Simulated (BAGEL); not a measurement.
# PBE0/cc-pVDZ (density fitting with qzvpp-jkfit) run of CH4AlFS (SMILES [CH3][Al]([F])[SH])

What is the energy change on altering one bond length of CH4AlFS at PBE0/cc-pVDZ (density fitting with qzvpp-jkfit)? 

Program for the calculation: BAGEL 1.2.2.

5 further runs of the same task are left out: 2 that didn't finish, 3 set aside as unsound or not needed. Runs told in other sessions of the task aren't counted.

### 1 The system as given

CH4AlFS: 8 atoms, total charge 0, spin state singlet. SMILES: `[CH3][Al]([F])[SH]`. The coordinates come from a PBE0-D4/def2-TZVP relaxation. This is one conformer, not always the lowest.

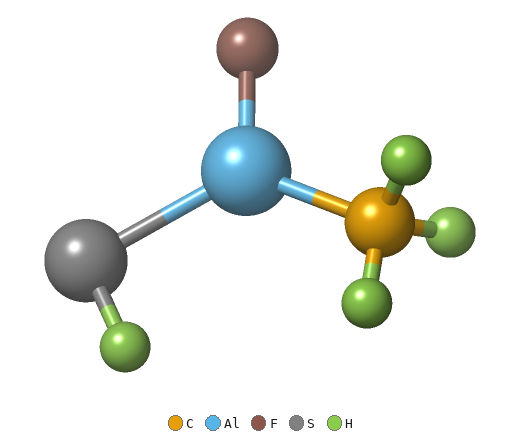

Viewed from a chosen angle; carbon amber, aluminium blue, fluorine brown, sulfur grey, hydrogen green.

### 2 A single-point energy at PBE0/cc-pVDZ (density fitting with qzvpp-jkfit)

input.json

```json
{ "bagel" : [

{
  "title" : "molecule",
  "basis" : "cc-pvdz.json",
  "df_basis" : "qzvpp-jkfit",
  "angstrom" : true,
  "geometry" : [
    { "atom" : "C", "xyz" : [      -0.164800,       1.144700,      -0.030300 ] },
    { "atom" : "Al", "xyz" : [       0.702600,      -0.583900,      -0.058200 ] },
    { "atom" : "F", "xyz" : [       2.341300,      -0.684100,      -0.222200 ] },
    { "atom" : "S", "xyz" : [      -0.295900,      -2.510100,       0.113800 ] },
    { "atom" : "H", "xyz" : [      -1.250400,       1.067300,       0.056300 ] },
    { "atom" : "H", "xyz" : [       0.201100,       1.741800,       0.810100 ] },
    { "atom" : "H", "xyz" : [       0.065400,       1.703100,      -0.942200 ] },
    { "atom" : "H", "xyz" : [      -1.507100,      -1.935800,       0.216800 ] }
  ]
},

{ "title" : "ks", "xc_func" : "pbe0" },

{ "title" : "print", "file" : "orbitals.molden", "orbitals" : true }

]}
```

The basis set cc-pVDZ is read from a file made from the Basis Set Exchange's data (not shown).

Started as:

```
$ BAGEL_NUM_THREADS=1 BAGEL input.json > input.out
```

What it wrote:

```text
* using 1 threads per process

  ===============================================================
  ===============================================================

  *** Geometry ***

  { "atom" : "C", "xyz" : [     -0.311427,      2.163169,     -0.057259 ] },
  { "atom" : "Al", "xyz" : [      1.327722,     -1.103411,     -0.109982 ] },
  { "atom" : "F", "xyz" : [      4.424416,     -1.292762,     -0.419897 ] },
  { "atom" : "S", "xyz" : [     -0.559170,     -4.743402,      0.215051 ] },
  { "atom" : "H", "xyz" : [     -2.362914,      2.016905,      0.106392 ] },
  { "atom" : "H", "xyz" : [      0.380024,      3.291525,      1.530867 ] },
  { "atom" : "H", "xyz" : [      0.123588,      3.218393,     -1.780500 ] },
  { "atom" : "H", "xyz" : [     -2.848006,     -3.658132,      0.409693 ] },

  Number of auxiliary basis functions:      480

  Since a DF basis is specified, we compute 2- and 3-index integrals:
    o Being stored without compression. Storage requirement is 0.027 GB

  Number of basis functions:       84
  Number of electrons      :       48

    * METHOD: MOLECULE                             0.24

  *** Kohn-Sham DFT ***

    * Removing 14134 points whose weight is below 1.00e-10
    * Grid points: 105114

  === Nuclear Repulsion ===
   195.5365090362

       - DIIS with orbital gradients will be used.

  === KS iteration (pbe0 / cc-pvdz.json) ===
      0       -752.44525557          0.08469456           0.36
      1       -691.43649839          0.15246191           0.33
      2       -708.35274185          0.08877384           0.33
      3       -722.36200223          0.16843352           0.33
      4       -743.92645100          0.14388482           0.33
      5       -750.17142928          0.15108708           0.34
      6       -749.64353724          0.15050405           0.35
      7       -719.67237950          0.27729516           0.34
      8       -744.04386226          0.09478692           0.35
      9       -749.58474602          0.11879565           0.34
     10       -779.87522981          0.03504780           0.34
     11       -768.01815835          0.10377156           0.34
     12       -779.52505272          0.04873906           0.34
     13       -779.60612849          0.04706061           0.34
     14       -779.97138372          0.03247206           0.34
     15       -780.69481152          0.00448696           0.34
     16       -780.70483747          0.00172786           0.34
     17       -780.70721373          0.00039200           0.35
     18       -780.70733285          0.00009483           0.35
     19       -780.70733882          0.00002390           0.34
     20       -780.70733920          0.00000795           0.34
     21       -780.70733925          0.00000160           0.35
     22       -780.70733925          0.00000070           0.35
     23       -780.70733925          0.00000030           0.35
     24       -780.70733925          0.00000010           0.35
     25       -780.70733925          0.00000003           0.35
     26       -780.70733925          0.00000001           0.35
     27       -780.70733925          0.00000000           0.34
    * SCF iteration converged.

    * Permanent dipole moment:
           (    0.872630,    -0.712428,    -0.063998) a.u.

    * METHOD: KS                                  10.24

    * METHOD: PRINT                                0.02

  ===============================================================
```

Wall time 11 s (1 thread of Arm Neoverse V1, shared host); peak memory 0.43 GiB.

### 3 The distorted shape at the same level

input.json

```json
{ "bagel" : [

{
  "title" : "molecule",
  "basis" : "cc-pvdz.json",
  "df_basis" : "qzvpp-jkfit",
  "angstrom" : true,
  "geometry" : [
    { "atom" : "C", "xyz" : [    0.804128,    0.685275,   -0.112697 ] },
    { "atom" : "Al", "xyz" : [    1.671528,   -1.043325,   -0.140597 ] },
    { "atom" : "F", "xyz" : [    3.310228,   -1.143525,   -0.304597 ] },
    { "atom" : "S", "xyz" : [    0.673028,   -2.969525,    0.031403 ] },
    { "atom" : "H", "xyz" : [   -0.281472,    0.607875,   -0.026097 ] },
    { "atom" : "H", "xyz" : [    1.170028,    1.282375,    0.727703 ] },
    { "atom" : "H", "xyz" : [    1.034328,    1.243675,   -1.024597 ] },
    { "atom" : "H", "xyz" : [   -1.507100,   -1.935800,    0.216800 ] }
  ]
},
{ "title" : "ks", "xc_func" : "pbe0" },
{ "title" : "print", "file" : "orbitals.molden", "orbitals" : true }

]}
```

The basis set cc-pVDZ is read from a file made from the Basis Set Exchange's data (not shown).

Started as:

```
$ BAGEL_NUM_THREADS=1 BAGEL input.json > input.out
```

What it wrote:

```text
* using 1 threads per process

  ===============================================================
  ===============================================================

  *** Geometry ***

  { "atom" : "C", "xyz" : [      1.519582,      1.294982,     -0.212966 ] },
  { "atom" : "Al", "xyz" : [      3.158730,     -1.971599,     -0.265690 ] },
  { "atom" : "F", "xyz" : [      6.255424,     -2.160949,     -0.575605 ] },
  { "atom" : "S", "xyz" : [      1.271839,     -5.611589,      0.059343 ] },
  { "atom" : "H", "xyz" : [     -0.531905,      1.148717,     -0.049316 ] },
  { "atom" : "H", "xyz" : [      2.211032,      2.423338,      1.375159 ] },
  { "atom" : "H", "xyz" : [      1.954597,      2.350205,     -1.936208 ] },
  { "atom" : "H", "xyz" : [     -2.848006,     -3.658132,      0.409693 ] },

  Number of auxiliary basis functions:      480

  Since a DF basis is specified, we compute 2- and 3-index integrals:
    o Being stored without compression. Storage requirement is 0.027 GB

  Number of basis functions:       84
  Number of electrons      :       48

    * METHOD: MOLECULE                             0.24

  *** Kohn-Sham DFT ***

    * Removing 13494 points whose weight is below 1.00e-10
    * Grid points: 105754

  === Nuclear Repulsion ===
   191.9345050444

       - DIIS with orbital gradients will be used.

  === KS iteration (pbe0 / cc-pvdz.json) ===
      0       -752.36939807          0.08290315           0.37
      1       -688.35361384          0.21189900           0.33
      2       -704.33554056          0.11068137           0.34
      3       -714.75701656          0.16136590           0.34
      4       -763.20639966          0.11883185           0.34
      5       -775.51207852          0.06868362           0.33
      6       -769.43529489          0.10846679           0.33
      7       -775.41880876          0.08742570           0.34
      8       -762.26106447          0.12969812           0.34
      9       -780.01244001          0.02344805           0.34
     10       -780.27675773          0.01651236           0.34
     11       -780.51087473          0.00866850           0.34
     12       -780.57176676          0.00184362           0.34
     13       -780.57379151          0.00097263           0.34
     14       -780.57449247          0.00019419           0.33
     15       -780.57452088          0.00006922           0.34
     16       -780.57452267          0.00004878           0.33
     17       -780.57452460          0.00000451           0.34
     18       -780.57452462          0.00000189           0.34
     19       -780.57452462          0.00000091           0.35
     20       -780.57452462          0.00000036           0.34
     21       -780.57452462          0.00000021           0.33
     22       -780.57452462          0.00000009           0.34
     23       -780.57452462          0.00000008           0.34
     24       -780.57452462          0.00000001           0.33
     25       -780.57452462          0.00000001           0.33
    * SCF iteration converged.

    * Permanent dipole moment:
           (    0.767010,    -0.672912,    -0.054771) a.u.

    * METHOD: KS                                   9.44

    * METHOD: PRINT                                0.02

  ===============================================================
```

It took 9.9 s on 1 thread of Arm Neoverse V1, shared host; peak memory 0.43 GiB.

### 4 Results

At PBE0/cc-pVDZ (density fitting with qzvpp-jkfit):

| quantity | value |
| --- | --- |
| first shape: total energy | -780.70734 Eh |
| first shape: dipole moment | 2.87 D |
| first shape: HOMO energy | -7.76 eV |
| first shape: LUMO energy | -0.34 eV |
| first shape: HOMO–LUMO gap | 7.42 eV |
| distorted shape: total energy | -780.57452 Eh |
| distorted shape: dipole moment | 2.60 D |
| distorted shape: HOMO energy | -7.81 eV |
| distorted shape: LUMO energy | -4.59 eV |
| distorted shape: HOMO–LUMO gap | 3.21 eV |
| energy change with the S4–H8 bond stretched from 1.344 to 2.420 Å | 3.614 eV |

In words: With the S4–H8 bond stretched from 1.344 to 2.420 Å the energy rises by 3.61 eV (349 kJ/mol). The first shape isn't relaxed at this level, so the change isn't measured from a minimum. A restricted reference can't describe the breaking bond well at this length.
